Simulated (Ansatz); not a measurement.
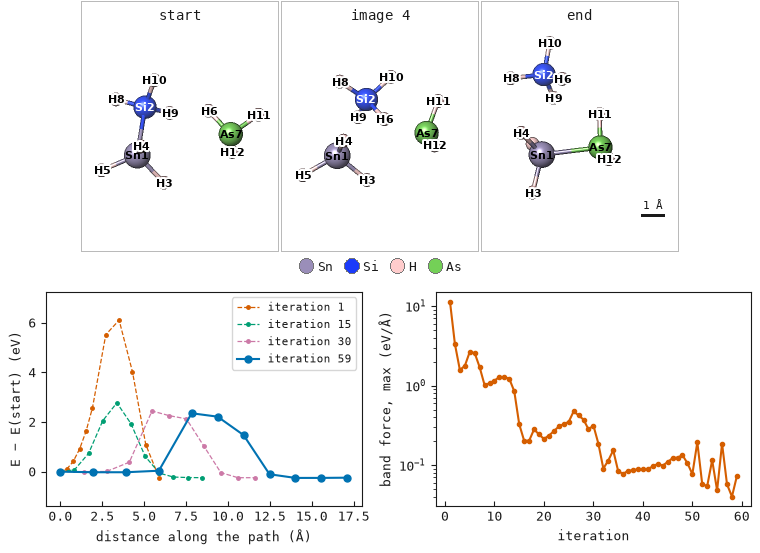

A search for the minimum-energy path of SnSiAsH$_{9}$, made up of SnSiH$_{6}$ and AsH3 by the nudged elastic band. Images are numbered from 0 (start) to 10 (end). The plot follows the band through its iterations. Style: ball-and-stick. Shown at a tilt.

These are results of UKS PBE0-D4/def2-SVP (Ansatz), not measurements. Set-up: 9 movable images; climbing image; force threshold 0.03 eV/Å; iteration limit 59; starting path through a guess of the saddle point.

> Judge this run.

The result isn't final. The band hadn't converged when the run stopped after 59 iterations. The largest component of the band force went from 11 to 0.073 eV/Å. The barrier read from it is provisional, though the highest image hardly moved in the last two iterations. The first iteration put the highest image at 6.10 eV. The energy climbs by 2.35 eV to image 4 and then falls by 2.60 eV, so the end point sits at −0.24 eV. Image 8 lies below both ends, at −0.25 eV, which may mean an intermediate minimum or an end that is no minimum.

Limits of the set-up: the start holds two separate molecules, 2.8 Å apart at their closest, whose relative position is a soft coordinate.
